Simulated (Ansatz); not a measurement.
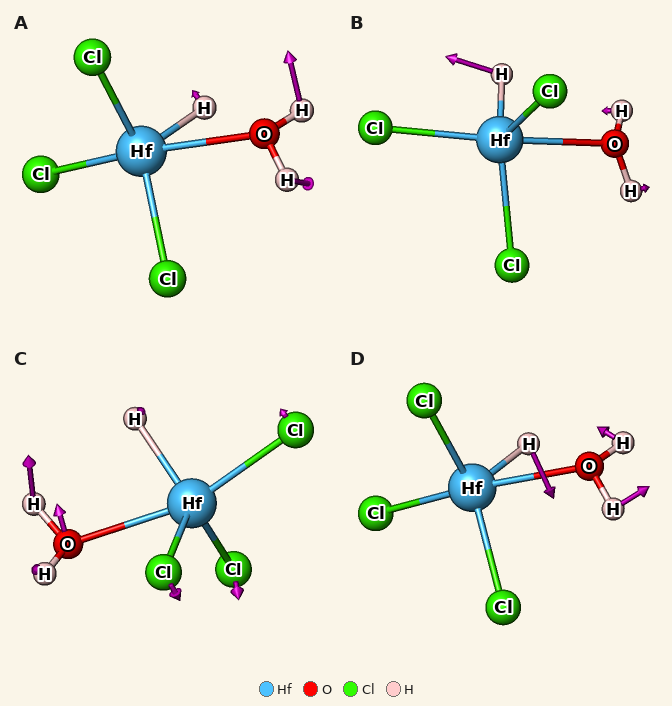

4 normal modes of one molecule or complex, as arrows. The species is neutral and a spin singlet. Harmonic vibrations computed with RKS PBE0-D4/def2-TZVP, core potentials on Hf (Ansatz 0.2.0) at a stationary point of the same level.

Match the panels to the wavenumbers 61 cm⁻¹, 217 cm⁻¹, 551 cm⁻¹, 780 cm⁻¹.

Answer. A: 217 cm⁻¹, a torsion or out-of-plane motion in which bond lengths and bond angles hardly change
B: 780 cm⁻¹, angle bending
C: 61 cm⁻¹, angle bending
D: 551 cm⁻¹, angle bending
